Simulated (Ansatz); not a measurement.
A series of calculations on CH₆AlN

### Relaxation

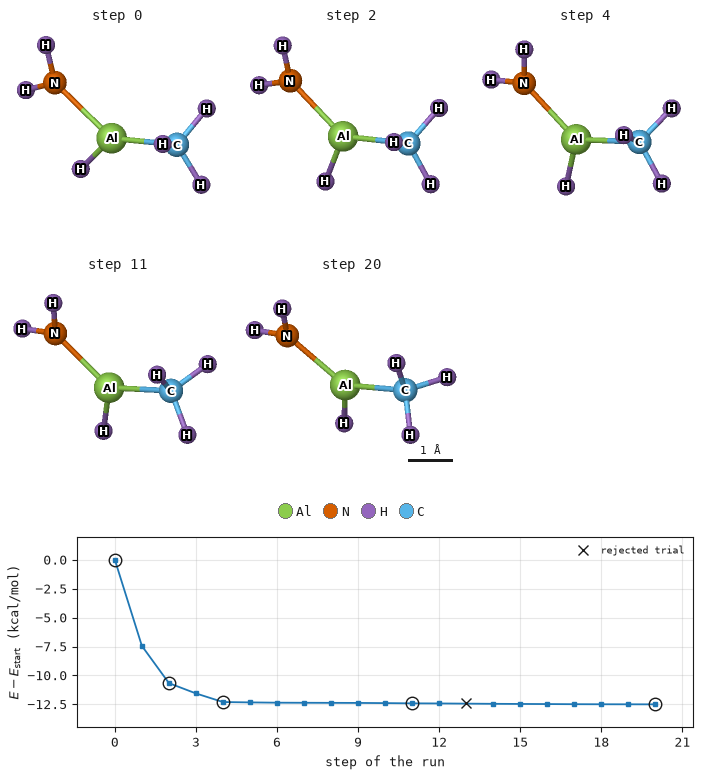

Frames of a relaxation of CH6AlN, marked on the history of the run. The picture is a ball-and-stick view, seen from a free direction.

The run prepares an end point of a later path (reaction) calculation, from a guessed geometry.

The calculation used Ansatz 0.2.0, RKS PBE0-D4/def2-TZVP. (no spin polarisation; force threshold 0.03 eV/Å; at most 50 steps)

> Describe the path.

After 19 accepted moves (20 points after the start) the energy has fallen by 12.5 kcal/mol. Largest force component: 2.1 eV/Å at the start, 0.022 eV/Å at the end. The line search rejected the trial step at point 13 of the run. The forces were under the threshold at step 6, but the run went on from there. The atom that moves furthest after the best rigid fit is an H atom (0.78 Å). By element the largest moves are H 0.78 Å, Al 0.23 Å, N 0.18 Å, C 0.17 Å. Among the contacts that change: Al–N 1.844 → 1.771 Å, Al–H 1.550 → 1.588 Å, Al–C 1.940 → 1.949 Å. Bond angles that change, for instance: N–Al–H 85.5° → 116.4°, H–Al–C 142.7° → 123.6°, N–Al–C 131.8° → 119.9°. Groups turn about Al–C by about 55°. From step 0 to 2: an H atom moves most (0.38 Å), energy −10.7 kcal/mol. From step 2 to 4: H atoms move most (0.24 Å), energy −1.64 kcal/mol. From step 4 to 11: H atoms move most (0.24 Å), energy −0.11 kcal/mol. From step 11 to 20: an H atom moves most (0.35 Å), energy −0.09 kcal/mol.

```json
{"step": "0", "E − E(0), kcal/mol": "0.00", "largest force component, eV/Å": "2.0916", "note": ""}
{"step": "1", "E − E(0), kcal/mol": "-7.45", "largest force component, eV/Å": "1.0698", "note": ""}
{"step": "2", "E − E(0), kcal/mol": "-10.67", "largest force component, eV/Å": "0.3837", "note": ""}
{"step": "3", "E − E(0), kcal/mol": "-11.56", "largest force component, eV/Å": "0.4461", "note": ""}
{"step": "4", "E − E(0), kcal/mol": "-12.30", "largest force component, eV/Å": "0.0705", "note": ""}
{"step": "5", "E − E(0), kcal/mol": "-12.33", "largest force component, eV/Å": "0.1072", "note": ""}
{"step": "6", "E − E(0), kcal/mol": "-12.36", "largest force component, eV/Å": "0.0141", "note": ""}
{"step": "7", "E − E(0), kcal/mol": "-12.37", "largest force component, eV/Å": "0.0275", "note": ""}
{"step": "8", "E − E(0), kcal/mol": "-12.37", "largest force component, eV/Å": "0.0441", "note": ""}
{"step": "9", "E − E(0), kcal/mol": "-12.38", "largest force component, eV/Å": "0.1241", "note": ""}
{"step": "10", "E − E(0), kcal/mol": "-12.40", "largest force component, eV/Å": "0.0855", "note": ""}
{"step": "11", "E − E(0), kcal/mol": "-12.42", "largest force component, eV/Å": "0.0614", "note": ""}
{"step": "12", "E − E(0), kcal/mol": "-12.43", "largest force component, eV/Å": "0.1066", "note": ""}
{"step": "13", "E − E(0), kcal/mol": "-12.38", "largest force component, eV/Å": "0.1737", "note": "rejected"}
{"step": "14", "E − E(0), kcal/mol": "-12.46", "largest force component, eV/Å": "0.0217", "note": ""}
{"step": "15", "E − E(0), kcal/mol": "-12.47", "largest force component, eV/Å": "0.0773", "note": ""}
{"step": "16", "E − E(0), kcal/mol": "-12.48", "largest force component, eV/Å": "0.0508", "note": ""}
{"step": "17", "E − E(0), kcal/mol": "-12.49", "largest force component, eV/Å": "0.0374", "note": ""}
{"step": "18", "E − E(0), kcal/mol": "-12.50", "largest force component, eV/Å": "0.0566", "note": ""}
{"step": "19", "E − E(0), kcal/mol": "-12.50", "largest force component, eV/Å": "0.0352", "note": ""}
{"step": "20", "E − E(0), kcal/mol": "-12.50", "largest force component, eV/Å": "0.0219", "note": ""}
```

### Relaxation

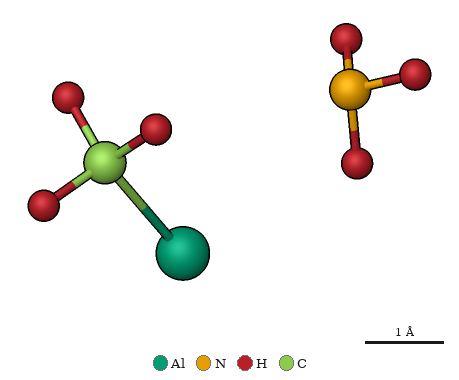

CH6AlN, before the relaxation. The picture is a ball-and-stick view, seen at a tilt.

The run prepares an end point of a later path (reaction) calculation, from a guessed geometry.

Level of theory: RKS PBE0-D4/def2-TZVP (Ansatz).

Input file:
```yaml
crystal:
  periodic: [false, false, false]
  atoms:
    - { symbol: Al, position_ang: [0.2325, 0.345308, -1.364754] }
    - { symbol: "N", position_ang: [1.178593, 0.038499, 1.579598] }
    - { symbol: H, position_ang: [1.223179, 0.784419, 2.262414] }
    - { symbol: H, position_ang: [1.433099, -0.8291, 2.034797] }
    - { symbol: H, position_ang: [1.886249, 0.235053, 0.851405] }
    - { symbol: C, position_ang: [-1.674209, -0.078292, -0.999304] }
    - { symbol: H, position_ang: [-1.777359, -1.027869, -0.46056] }
    - { symbol: H, position_ang: [-2.15289, 0.693216, -0.383812] }
    - { symbol: H, position_ang: [-2.249763, -0.161235, -1.929083] }
basis:
  gaussian: { orbitals: def2-TZVP }
hamiltonian:
  xc: pbe0
  dispersion: d4
relax:
  f_tol: 0.03
  max_steps: 50
```

Launched with:
```bash
ansatz run input.yaml --threads 4 --pin off --max-ram 5120MiB --backend cpu --events-out ev --progress --plain --runs-dir out
```

**What does the optimiser find from here?**

The energy falls by 0.392 eV in 10 geometry steps. The largest force component goes from 0.87 to 0.0066 eV/Å. The largest move after the best rigid fit is that of H3, 1.01 Å. Largest moves by element: H 1.01 Å, N 0.60 Å, C 0.45 Å, Al 0.37 Å. Some distances before and after: Al1–N2 3.108 → 2.238 Å, Al1–C6 1.987 → 2.019 Å, N2–H5 1.034 → 1.013 Å, N2–H3 1.012 → 1.017 Å. New bonds form, among them: Al1–N2 (3.11 → 2.24 Å).

Final geometry:

```xyz
9

Al    0.5395    0.3194   -1.1681
N     1.0121    0.0973    1.0084
H     0.5114    0.8019    1.5436
H     0.7048   -0.8100    1.3488
H     2.0008    0.1943    1.2081
C    -1.3731   -0.0881   -0.6674
H    -1.4764   -1.0773   -0.1960
H    -1.7770    0.6452    0.0470
H    -2.0427   -0.0828   -1.5337
```

The end point in the same view:

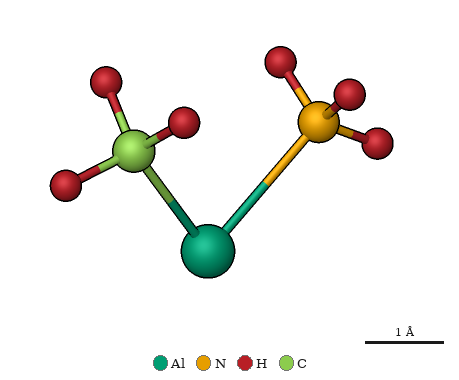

Limits of the set-up: the start holds two separate molecules, 2.8 Å apart at their closest, whose relative position is a soft coordinate.

### Path

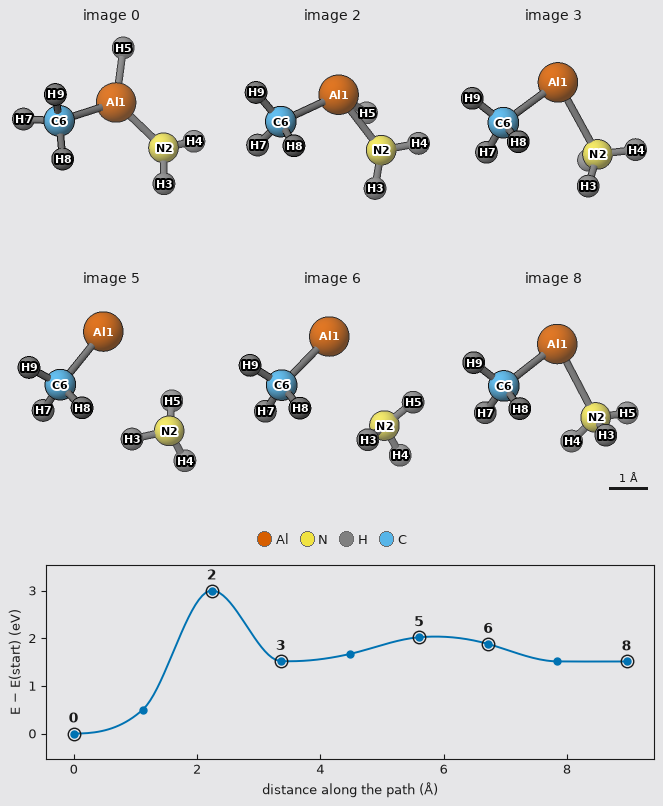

NEB run on CH₆AlN. Images are numbered from 0 (start) to 8 (end). Style: ball-and-stick. Shown at a tilt.

The calculation used RKS PBE0-D4/def2-TZVP in Ansatz. Run with 7 movable images; climbing image; force threshold 0.05 eV/Å; iteration limit 60; starting path through a guess of the saddle point.

Question: Describe the mechanism and the energy profile.

Answer: The energy climbs by 3.00 eV to image 2 and then falls by 1.49 eV, so the end point sits at +1.51 eV. The profile has 2 maxima (images 2, 5) with a dip at image 3 (+1.52 eV), so the process runs in steps. The path has more than one stage, and so few images may leave a stage unresolved. Breaking: Al1–H5 (1.59 → 1.71 at the top → 2.79 Å). Forming: N2–H5 (2.86 → 1.45 at the top → 1.01 Å). The band converged in 30 iterations. The largest component of the band force went from 64 to 0.013 eV/Å. The climbing image converged on the top of the path. Its vibrational analysis gives one imaginary mode (1448i cm⁻¹), as a transition state must have.

The run took 3.1 min on 4 threads of Arm Neoverse V2, with other jobs on the host, peak memory 0.24 GiB.
